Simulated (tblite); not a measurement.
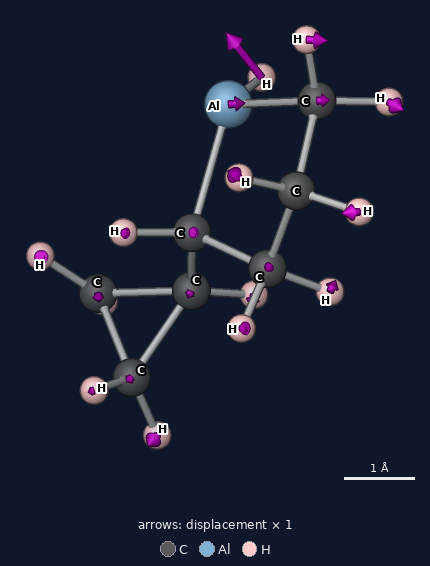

A relaxation of C₇H₁₃Al. The starting structure is drawn; purple arrows show the displacements, at their true length. The two geometries are superimposed by the best rigid fit.

Style: ball-and-stick. Shown from a free direction.

These are results of GFN2-xTB geometry optimisation, gas phase (tblite), not measurements. 

### What happened in the run?

The largest move after the best rigid fit is that of an H atom, 0.91 Å. Largest moves by element: H 0.91 Å, Al 0.26 Å, C 0.20 Å. Near-neighbour distances that change, for instance: Al–C 1.952 → 2.017 Å, Al–H 1.598 → 1.541 Å, C–H 1.119 → 1.080 Å, C–C 1.541 → 1.514 Å. Among the angles between lasting bonds that change: C–Al–H 119.9° → 132.4°, C–Al–H 118.5° → 129.8°, Al–C–C 111.4° → 121.0°. Over 84 geometry steps the energy falls by 0.877 eV.
